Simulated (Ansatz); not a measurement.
**CO: a short molecular-dynamics run**

What does CO do over 20 steps of 1 fs at constant energy, with velocities drawn for 600 K? The cell is a distorted structure of 8 atoms, taken as it stands, without a relaxation.

Program: Ansatz 0.2.0. Level of theory: DFT PBE, plane waves, PAW, scalar-relativistic, no spin polarisation. These are calculated values, not measurements.

### Step 1. The system as given

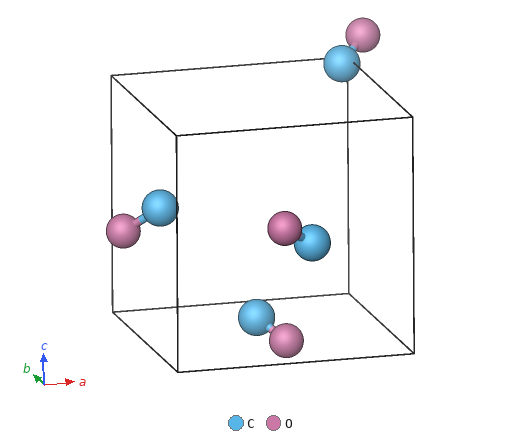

Start, viewed slightly off an axis; carbon blue, oxygen pink. Each atom of the cell is drawn once.

Coordinates:

```xyz
8
Lattice="5.4714 -0.0354 0.0371 -0.0354 5.5596 0.0633 0.0371 0.0633 5.4492" Properties=species:S:1:pos:R:3 pbc="T T T"
C     5.1870    5.2918    5.3394
C     3.1095    0.1699    2.5786
C     2.5612    3.0528    0.2049
C     0.2315    2.5921    3.0148
O     0.3770    0.3550    0.2458
O     2.3037    5.2130    3.1542
O     3.0919    2.3893    5.2556
O     5.0073    3.1885    2.4187
```

### Step 2. The run

Input file input.yaml:

```yaml
crystal:
  lattice:
    - [5.47136787, -0.03539421, 0.03714199]
    - [-0.03539421, 5.55962539, 0.06329509]
    - [0.03714199, 0.06329509, 5.44918494]
  atoms:
    - { symbol: C, position: [0.94761669, 0.94689669, 0.96239636] }
    - { symbol: C, position: [0.56531949, 0.02882769, 0.46901768] }
    - { symbol: C, position: [0.47148832, 0.55179222, 0.02798347] }
    - { symbol: C, position: [0.04156878, 0.4602611, 0.54761856] }
    - { symbol: O, position: [0.06901672, 0.0637952, 0.04389283] }
    - { symbol: O, position: [0.42324892, 0.93392272, 0.56510173] }
    - { symbol: O, position: [0.56135229, 0.42245303, 0.95573287] }
    - { symbol: O, position: [0.91597745, 0.57442646, 0.43094718] }
kpoints:
  mp_grid: { grid: [3, 3, 3] }
magnetization:
  spin_polarized: false
scf:
  occupations: { method: gaussian, width: 0.1 }
hamiltonian:
  pseudopotentials: { kind: paw }
  xc: pbe
basis:
  ecutwfc: 420
md:
  timestep: 1.0
  n_steps: 20
  ensemble: nve
  temperature: 600.0
  initial_velocities: maxwell_boltzmann
  seed: 729422
```

Run with:

```sh
ansatz run input.yaml --threads 2 --pin off --max-ram 2560MiB --backend cpu --events-out ev --progress --plain --runs-dir out
```

Output, cut to the lines that bear on the results:

```text
Warning: md: disabling space-group detection — thermal motion breaks the input geometry's symmetry, so no spatial operation reduces the k-mesh or symmetrises the density; time reversal is kept, so that k and −k are solved as one point where they differ and the mesh holds both, and exact [...]
Warning: RAYON_NUM_THREADS=2 ignored (pool sized by the plan → 2); use --threads N
[...]
Pseudopotentials: kind: paw
Pseudopotential: C, paw, valence charge 4, recommended cutoff 420 eV (normal), C.paw.azcp
Pseudopotential: O, paw, valence charge 6, recommended cutoff 420 eV (normal), O.paw.azcp
Functional definition: PBE
[...]
Crystal: 8 atoms, lattice volume = 165.721 Å³
Basis set: ecut = 420 eV, 3239 PW (Γ), exchange–correlation on 80×80×80 points (8 copies of the dense FFT grid, shifted against one another)
Bands: 28, of which v1, the nominal top of the filled ones, is band 20 counted from 1 (19 counted from 0)
Symmetry: 1 space group operations
k-points: 14 of 27 (time reversal used)
[...]
SCF iter   1: F=—  HF=-3262.834370 eV  |F-HF|=—  |Δ(HF+E_count)|=         —  Δρ=1.53e-2  dr2=3.38e-1  ethr=1.77e-3  ⟨swp⟩=6.1  Hψ=1859  notcnv=0
[...]
md step     0: t =     0.00 fs  T =   600.0 K  F+E_penalty+E_count = -3262.77845615 eV  E_kin = 0.542892 eV  conserved = -3262.23556415 eV  (11 SCF iters)
[...]
md step     5: t =     5.00 fs  T =  2850.1 K  F+E_penalty+E_count = -3264.92860472 eV  E_kin = 2.578807 eV  conserved = -3262.34979739 eV  (7 SCF iters)
[...]
md step    10: t =    10.00 fs  T =   970.7 K  F+E_penalty+E_count = -3263.20233377 eV  E_kin = 0.878350 eV  conserved = -3262.32398406 eV  (10 SCF iters)
[...]
md step    15: t =    15.00 fs  T =  3496.9 K  F+E_penalty+E_count = -3265.59329588 eV  E_kin = 3.164098 eV  conserved = -3262.42919809 eV  (7 SCF iters)
[...]
md step    19: t =    19.00 fs  T =  3125.3 K  F+E_penalty+E_count = -3265.26688235 eV  E_kin = 2.827855 eV  conserved = -3262.43902712 eV  (8 SCF iters)
[...]
md step    20: t =    20.00 fs  T =  4164.1 K  F+E_penalty+E_count = -3266.21124124 eV  E_kin = 3.767785 eV  conserved = -3262.44345656 eV  (10 SCF iters)
SCF converged after 10 iterations
Free energy (F): -3266.211241 eV
[...]
E sigma→0 (E₀):  -3266.211241 eV
Fermi energy:    -0.909912 eV
[...]
--- Forces (eV/Å), atoms counted from 1 ---
  atom   1  C      0.71149681     0.62706906     0.65136978
  atom   2  C     -1.18590711    -0.61412493     0.51239313
  atom   3  C     -2.57241084     3.20967685     1.39159746
  atom   4  C     -1.71472231     2.46458634    -2.42841852
  atom   5  O     -0.62658913    -0.77789130    -0.49034053
  atom   6  O      1.10843274     0.56036021    -0.59216083
  atom   7  O      2.52531419    -3.12663949    -1.32790224
  atom   8  O      1.75439169    -2.34304551     2.28345720
[...]
--- MD trajectory: 20 steps, t = 0.0 → 20.0 fs ---
  final state: T = 4164.1 K   F+E_penalty+E_count = -3266.21124124 eV   E_kin = 3.767785 eV
  conserved energy: peak-to-peak 2.079e-1 eV (2.599e-2 eV/atom) over 20.0 fs
```

It took 52 s on 2 threads of Arm Neoverse V2, shared host; peak memory 0.4 GiB.

### Step 3. What the atoms did

Every step; energies are changes from step 0; msd is the mean square displacement from the start, the centre of mass held:

```
time (fs)  T (K)  potential energy change (meV/atom)  total energy change (meV/atom)  msd C (Å²)  msd O (Å²)
      0.0    600                                 0.0                            0.00       0.000       0.000
      1.0   1781                              -149.3                          -15.72       0.000       0.000
      2.0   3488                              -352.2                          -25.61       0.001       0.001
      3.0   4197                              -430.3                          -23.43       0.003       0.003
      4.0   3814                              -381.8                          -18.31       0.007       0.007
      5.0   2850                              -268.8                          -14.28       0.011       0.011
      6.0   1799                              -147.5                          -11.94       0.015       0.016
      7.0    975                               -53.2                          -10.86       0.019       0.019
      8.0    536                                -3.3                          -10.51       0.021       0.022
      9.0    538                                -3.5                          -10.59       0.021       0.024
     10.0    971                               -53.0                          -11.05       0.020       0.024
     11.0   1765                              -143.9                          -12.17       0.017       0.023
     12.0   2760                              -258.7                          -14.39       0.015       0.021
     13.0   3663                              -364.4                          -17.92       0.014       0.019
     14.0   4047                              -412.0                          -22.06       0.014       0.016
     15.0   3497                              -351.9                          -24.20       0.016       0.014
     16.0   2028                              -179.5                          -18.03       0.021       0.012
     17.0    773                               -22.6                           -3.00       0.025       0.012
     18.0   1334                               -91.3                           -8.31       0.028       0.014
     19.0   3125                              -311.1                          -25.43       0.030       0.018
     20.0   4164                              -429.1                          -25.99       0.032       0.023
```

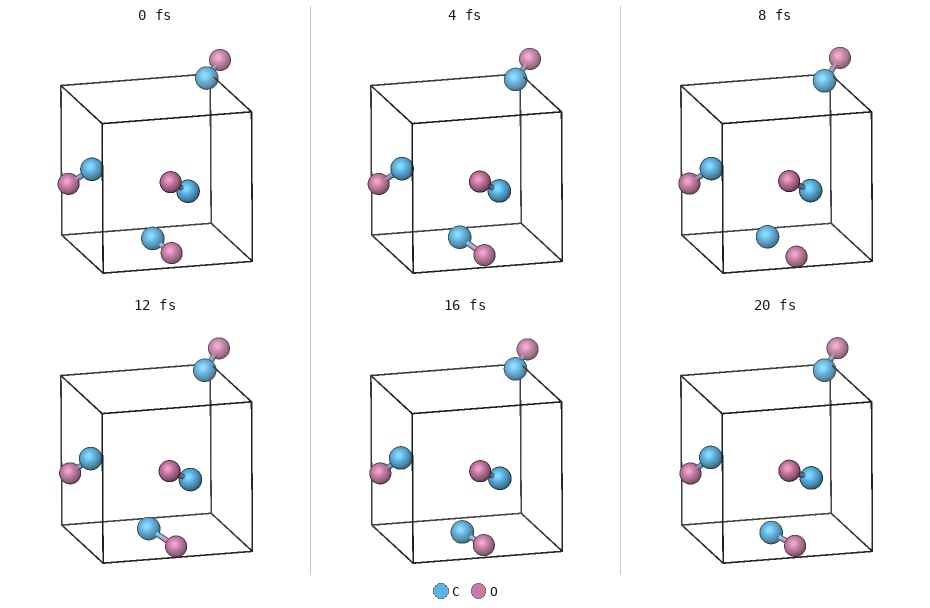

Six frames of the run, seen slightly off an axis. Each atom of the cell is drawn once. Atoms are followed across the cell's faces. Sticks are the contacts of the first frame, kept unless stretched by 40 %.

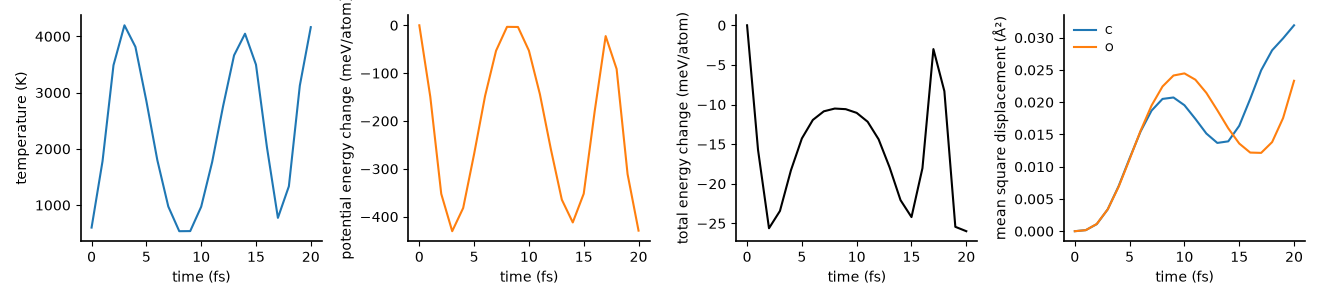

Time series of the run, each on its own scale.

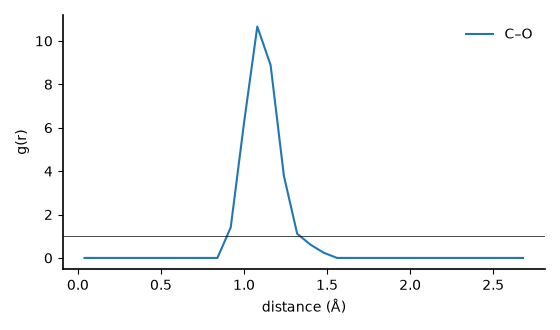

Pair distribution functions over the second half of the run, in bins of 0.08 Å, lightly smoothed, out to 2.7 Å.

First peaks of g(r) (not always the tallest), and, where a minimum follows, the mean number of second-named atoms round a first-named one up to the next minimum:

```
pair  peak (Å)  height  minimum (Å)  neighbours
 C–O      1.08    10.7         1.56         1.0
```

### Step 4. Frames from the trajectory

Positions (Å) and forces (eV/Å):

```xyz
8
Lattice="5.471 -0.035 0.037 -0.035 5.560 0.063 0.037 0.063 5.449" Properties=species:S:1:pos:R:3:forces:R:3 pbc="T T T" time_fs=2.0 T=3488 dE=-2.8178
C     5.176    5.300    5.324   -6.849   -6.813   -4.862
C     3.129    0.176    2.585    5.312    3.506   -3.419
C     2.523    3.086    0.213   -4.550    6.482    3.487
C     0.232    2.570    3.034   -1.593    1.531   -1.548
O     0.377    0.380    0.250    6.887    6.826    4.902
O     2.296    5.215    3.162   -5.353   -3.498    3.406
O     3.122    2.341    5.233    4.534   -6.506   -3.478
O     5.007    3.191    2.415    1.611   -1.528    1.513
8
Lattice="5.471 -0.035 0.037 -0.035 5.560 0.063 0.037 0.063 5.449" Properties=species:S:1:pos:R:3:forces:R:3 pbc="T T T" time_fs=5.0 T=2850 dE=-2.1501
C     5.128    5.279    5.278    3.355    3.364    2.472
C     3.183    0.202    2.580   -3.045   -1.900    1.882
C     2.445    3.166    0.242    5.878   -8.238   -4.204
C     0.222    2.546    3.053   -2.141    2.172   -2.171
O     0.402    0.441    0.275   -3.314   -3.344   -2.393
O     2.265    5.206    3.185    2.986    1.879   -1.884
O     3.183    2.247    5.188   -5.867    8.205    4.186
O     5.014    3.187    2.416    2.148   -2.139    2.113
8
Lattice="5.471 -0.035 0.037 -0.035 5.560 0.063 0.037 0.063 5.449" Properties=species:S:1:pos:R:3:forces:R:3 pbc="T T T" time_fs=8.0 T=536 dE=-0.0260
C     5.100    5.279    5.246    5.955    6.043    4.514
C     3.218    0.217    2.585   -5.813   -3.533    3.441
C     2.405    3.193    0.243    6.844   -9.411   -4.689
C     0.198    2.537    3.057   -0.359    0.441   -0.438
O     0.411    0.487    0.288   -5.904   -6.035   -4.413
O     2.248    5.205    3.200    5.738    3.494   -3.445
O     3.216    2.192    5.163   -6.831    9.387    4.664
O     5.031    3.173    2.428    0.370   -0.386    0.367
8
Lattice="5.471 -0.035 0.037 -0.035 5.560 0.063 0.037 0.063 5.449" Properties=species:S:1:pos:R:3:forces:R:3 pbc="T T T" time_fs=10.0 T=971 dE=-0.4239
C     5.104    5.302    5.242    5.517    5.621    4.262
C     3.219    0.213    2.602   -5.100   -3.035    2.930
C     2.405    3.173    0.225    6.869   -9.339   -4.567
C     0.180    2.533    3.058    1.471   -1.527    1.513
O     0.401    0.501    0.284   -5.461   -5.632   -4.154
O     2.253    5.214    3.199    5.023    2.993   -2.946
O     3.217    2.183    5.160   -6.866    9.331    4.551
O     5.045    3.161    2.438   -1.453    1.589   -1.589
8
Lattice="5.471 -0.035 0.037 -0.035 5.560 0.063 0.037 0.063 5.449" Properties=species:S:1:pos:R:3:forces:R:3 pbc="T T T" time_fs=12.0 T=2760 dE=-2.0698
C     5.125    5.343    5.252    3.072    3.115    2.431
C     3.205    0.200    2.628   -1.916   -1.099    1.050
C     2.428    3.123    0.193    6.286   -8.438   -4.030
C     0.166    2.525    3.063    2.390   -2.623    2.590
O     0.378    0.501    0.271   -3.014   -3.159   -2.321
O     2.269    5.231    3.192    1.842    1.062   -1.086
O     3.202    2.197    5.168   -6.298    8.453    4.036
O     5.055    3.154    2.444   -2.363    2.689   -2.671
8
Lattice="5.471 -0.035 0.037 -0.035 5.560 0.063 0.037 0.063 5.449" Properties=species:S:1:pos:R:3:forces:R:3 pbc="T T T" time_fs=15.0 T=3497 dE=-2.8148
C     5.169    5.415    5.276   -6.934   -7.314   -5.602
C     3.178    0.177    2.670    7.336    4.204   -3.936
C     2.495    3.004    0.123   -3.187    4.176    1.975
C     0.158    2.498    3.084    0.700   -0.720    0.700
O     0.334    0.493    0.244    6.989    7.211    5.711
O     2.298    5.257    3.180   -7.396   -4.227    3.869
O     3.154    2.252    5.196    3.153   -4.121   -1.921
O     5.060    3.153    2.442   -0.662    0.792   -0.796
8
Lattice="5.471 -0.035 0.037 -0.035 5.560 0.063 0.037 0.063 5.449" Properties=species:S:1:pos:R:3:forces:R:3 pbc="T T T" time_fs=18.0 T=1334 dE=-0.7307
C     5.168    5.441    5.263   -6.626   -7.124   -5.564
C     3.198    0.181    2.687    5.385    2.985   -2.763
C     2.526    2.931    0.074  -20.147   25.518   11.166
C     0.156    2.466    3.111   -1.371    1.920   -1.900
O     0.324    0.519    0.246    6.692    6.982    5.696
O     2.291    5.264    3.185   -5.450   -3.017    2.681
O     3.133    2.272    5.209   20.104  -25.441  -11.092
O     5.062    3.157    2.436    1.413   -1.824    1.776
8
Lattice="5.471 -0.035 0.037 -0.035 5.560 0.063 0.037 0.063 5.449" Properties=species:S:1:pos:R:3:forces:R:3 pbc="T T T" time_fs=20.0 T=4164 dE=-3.4328
C     5.139    5.428    5.231    0.711    0.627    0.651
C     3.235    0.197    2.686   -1.186   -0.614    0.512
C     2.477    2.971    0.081   -2.572    3.210    1.392
C     0.149    2.451    3.122   -1.715    2.465   -2.428
O     0.339    0.559    0.264   -0.627   -0.778   -0.490
O     2.268    5.258    3.198    1.108    0.560   -0.592
O     3.172    2.219    5.188    2.525   -3.127   -1.328
O     5.067    3.155    2.437    1.754   -2.343    2.283
```

### Step 5. What came out

```
                             quantity                            value
                               length                 20 steps of 1 fs
     temperature, first and last step                   600 and 4164 K
             temperature, second half  mean 2557 K, from 773 to 4164 K
        potential energy, second half     -238 meV/atom from the start
   largest change of the total energy                   25.99 meV/atom
mean square displacement, second half              C 0.021, O 0.018 Å²
```

The temperature starts at 600 K and averages 2557 K in the second half, where it ranges from 773 to 4164 K; the start was no minimum (force components up to 27.7 eV/Å), and the potential energy that it sheds (238 meV/atom) turns into motion. The total energy strays from its start by at most 25.99 meV/atom, 9.9 % of the mean kinetic energy, which is poor: the step of 1 fs is too long for the fastest motion. The farthest move is 0.26 Å, against a mean nearest distance of 1.0 Å at the start: no atom has changed site so far. A run of 20 fs with 8 atoms shows the motion but fixes no equilibrium value.
